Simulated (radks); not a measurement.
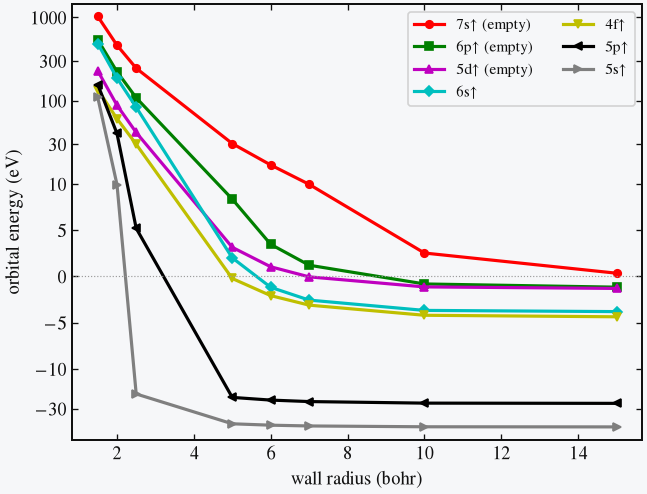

A free Dy atom in the configuration [Xe] 4f10 6s2 (high spin). It is put inside a hard spherical wall of varying radius. Computed with the in-house radial solver radks: scalar-relativistic Kohn-Sham, PBE, spin-polarised, spherical densities, point nucleus. The plot shows the outer orbital energies (spin up), on a scale that is linear within ±10 eV and logarithmic beyond.

Question: Describe the level shifts under confinement.

Answer: The levels rise as the wall closes in: 7s↑ goes from 0.349 eV at 15 bohr to 1027 eV at 1.5 bohr. On compression 5d↑ drops below 6s↑ between 5 and 2.5 bohr and 4f↑ drops below 5p↑ between 2 and 1.5 bohr; in each crossing pair the level of higher l rises less. The fastest to rise is 7s↑ (by 1027 eV), the slowest 4f↑ (by 140.1 eV): the wall presses hardest on the most extended orbitals.
